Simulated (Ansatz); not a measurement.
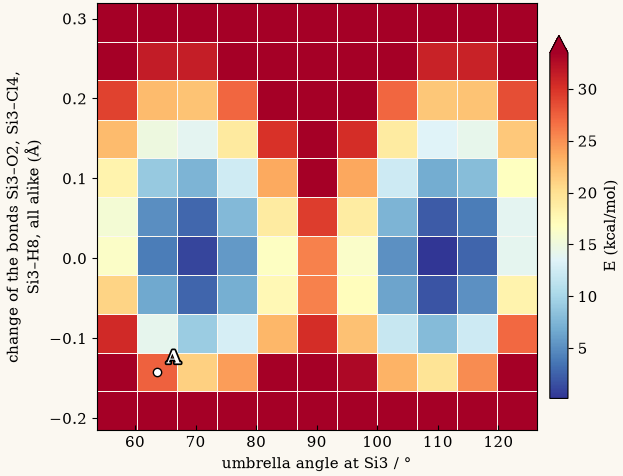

CH₄ClOSi, SMILES CO[SiH]Cl, spin multiplicity 2. The first coordinate is: umbrella angle at Si3 (between each of its bonds and their common axis; 90 is planar); the second: change of the bonds Si3–O2, Si3–Cl4, Si3–H8, all alike. Nothing is relaxed (all other coordinates rigid). Grid: 11 × 11 points. Points are written as (first, second). Energies: kcal/mol, counted from the relaxed molecule at the same level. Energies and slopes of some neighbouring points disagree (a jump in structure or state, or too coarse a mesh). These are results of UKS B3LYP-D4/def2-TZVP (Ansatz), not measurements.

Drawn: one coloured cell a grid point, one colour for all values above the top of the scale, the point A.

Which way does the force act at A, and how strong is it?

Answer. A, at (63.6°, −0.142 Å), is not a stationary point. The computed force is 1.8 kcal/mol for each degree towards larger values of the first coordinate and 350 kcal/mol for each Å towards larger values of the second coordinate.
